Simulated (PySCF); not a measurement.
## Atomic calculation, with input and output: Xe⁺

System: Xe⁺, configuration 1s2 2s2 2p6 3s2 3p6 3d10 4s2 4p6 4d10 5s1 5p5 5d1, multiplicity 4.
Method: unrestricted HF, aug-cc-pwCVTZ-PP with ECP28, scalar-relativistic core potential (PySCF).

## Key numbers

```tsv
quantity	value
outcome	converged
total energy (valence electrons, under a core potential)	−326.961516 hartree
⟨S²⟩	3.762
⟨L²⟩	5.48
SCF iterations	14
hardware	1 CPU thread, shared host
CPU time	28 s (integrals apart)
```

## Remarks

The driver held the occupations shell by shell, and empty s levels lie below the filled 5p. This is not the ground configuration of the species. ⟨L²⟩ departs from that of the intended term, so the determinant mixes terms. To bear in mind: populations left the configuration by 0.43 electrons; unstable response matrix: no polarizability.

## Input
```python
from pyscf import gto, scf, dft, mp, cc
mol = gto.M(atom="Xe 0 0 0", charge=1, spin=3, symmetry="D2h",
            basis="aug-cc-pwCVTZ-PP",
            ecp="aug-cc-pwCVTZ-PP")
mf = scf.UHF(mol)
mf.irrep_nelec = {'Ag': (5, 3), 'B1g': (1, 1), 'B2g': (1, 1), 'B3g': (1, 1), 'B1u': (2, 1), 'B2u': (2, 2), 'B3u': (2, 2)}
mf.kernel()
```

The script is an equivalent of what the driver set up; the driver started from orbitals of its own, so the log can be shorter than this script's would be, and it computed the properties (radii, ⟨L²⟩, response) afterwards. It held the occupations shell by shell, which the script's counts by irreducible representation don't always enforce.

## Log (extracts)
```
damping factor = 0
level_shift factor = 0
DIIS = <class 'pyscf.scf.diis.CDIIS'>
diis_start_cycle = 1
diis_space = 10
diis_damp = 0
SCF conv_tol = 1e-09
SCF conv_tol_grad = None
number electrons alpha = 14  beta = 11
cycle= 1 E= -326.95436888463  delta_E= -0.00533  |g|= 0.0223  |ddm|= 0.109
cycle= 2 E= -326.955394574366  delta_E= -0.00103  |g|= 0.0112  |ddm|= 0.0667
cycle= 3 E= -326.956286943761  delta_E= -0.000892  |g|= 0.00889  |ddm|= 0.0881
cycle= 4 E= -326.957244516141  delta_E= -0.000958  |g|= 0.00825  |ddm|= 0.112
cycle= 5 E= -326.959099064787  delta_E= -0.00185  |g|= 0.00689  |ddm|= 0.263
cycle= 6 E= -326.960205388486  delta_E= -0.00111  |g|= 0.00569  |ddm|= 0.22
cycle= 7 E= -326.960525748222  delta_E= -0.00032  |g|= 0.00521  |ddm|= 0.107
cycle= 8 E= -326.961336777707  delta_E= -0.000811  |g|= 0.0114  |ddm|= 0.486
cycle= 9 E= -326.96138118592  delta_E= -4.44e-05  |g|= 0.00964  |ddm|= 0.019
cycle= 10 E= -326.961475915207  delta_E= -9.47e-05  |g|= 0.00514  |ddm|= 0.0789
cycle= 11 E= -326.961512229479  delta_E= -3.63e-05  |g|= 0.0015  |ddm|= 0.0774
cycle= 12 E= -326.961515542816  delta_E= -3.31e-06  |g|= 0.000154  |ddm|= 0.0344
cycle= 13 E= -326.961515572436  delta_E= -2.96e-08  |g|= 1.46e-05  |ddm|= 0.00144
cycle= 14 E= -326.961515572627  delta_E= -1.92e-10  |g|= 5.88e-06  |ddm|= 8.02e-05
converged SCF energy = -326.961515572627  <S^2> = 3.7623762  2S+1 = 4.0061833
```

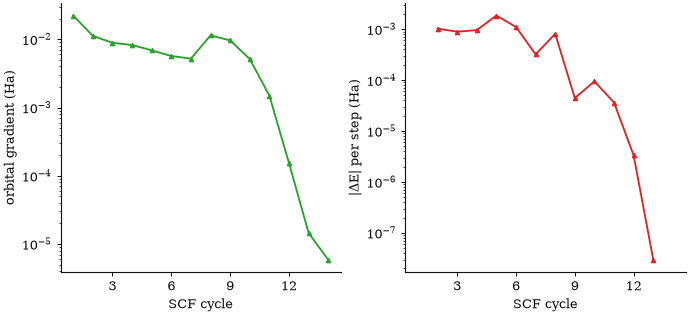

Fig. 1: Convergence: orbital gradient and change of the energy from step to step (the smallest changes aren't drawn) against the SCF cycle. The residual comes down, with one marked jump up, by a factor of about 2, at step 8. It goes from 0.022 to 5.9×10⁻⁶ in 14 steps.

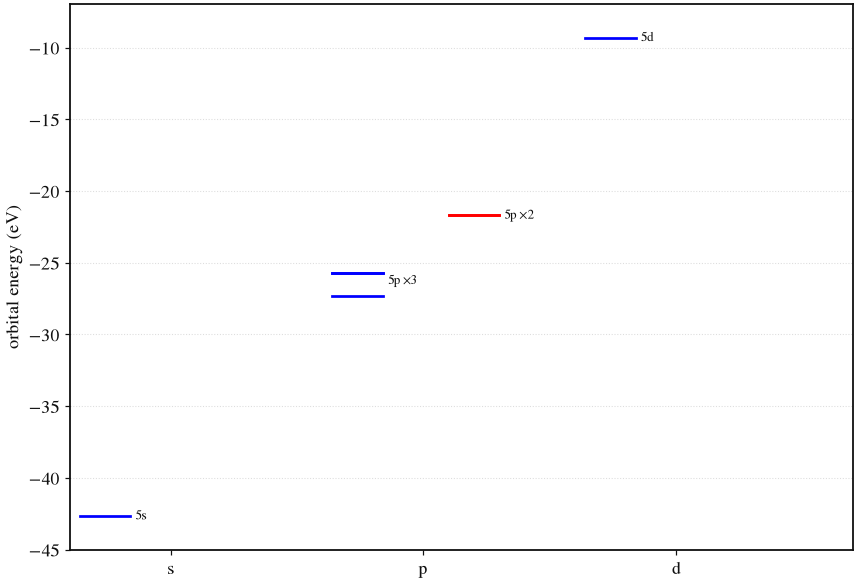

Fig. 2: Orbital energies of the mean field, from the top down to −42.7 eV, by angular momentum, α spin at the left of each column and β at the right; ×n counts the orbitals under one label. Empty levels that the record names by l alone aren't drawn. The highest filled orbital is 5d α at −9.33 eV, the lowest empty one s β at −25.8 eV.

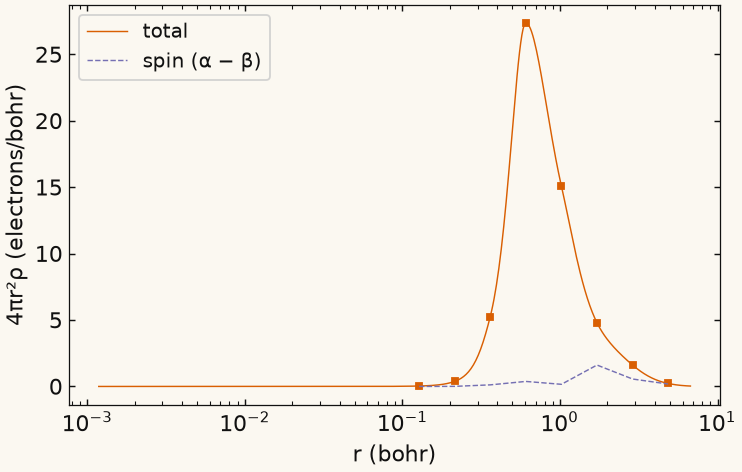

Fig. 3: Spherically averaged radial density 4πr²ρ of the mean field (valence electrons alone, under a core potential) and its spin part; markers are the stored points, which are sparse, and the line is a monotone interpolation between them. The largest stored value is 27.4 electrons/bohr at r = 0.61 bohr. Root-mean-square radii of the shells: 4s 0.768, 4p 0.819, 4d 0.931, 5s 1.92, 5p 2.28, 5d 4.07 bohr.
